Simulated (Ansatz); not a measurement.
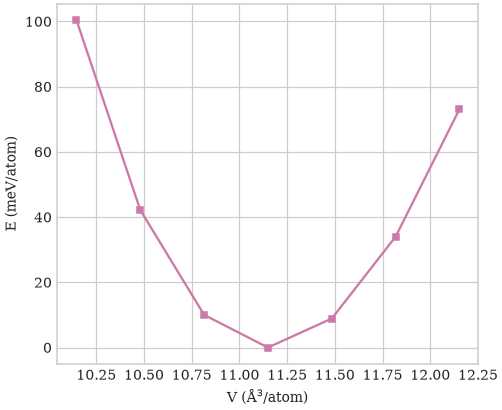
*HfN (rock salt, Fm-3m) under volume change, LDA (plane waves, PAW; program Ansatz), scaled uniformly.*

Problem. What does a third-order Birch–Murnaghan fit give for V₀, B₀ and B′?

Solution. V₀ = 11.15 Å³/atom, B₀ = 301 GPa, B′ = 4.2.

The cell was relaxed with LDA under the symmetry of its start; of distortions, only those at the zone centre were tested. No spin polarisation was allowed. Scalar-relativistic: spin–orbit coupling is off unless named, which matters more the heavier the elements.

Potentials: the later of the program's two PAW sets.
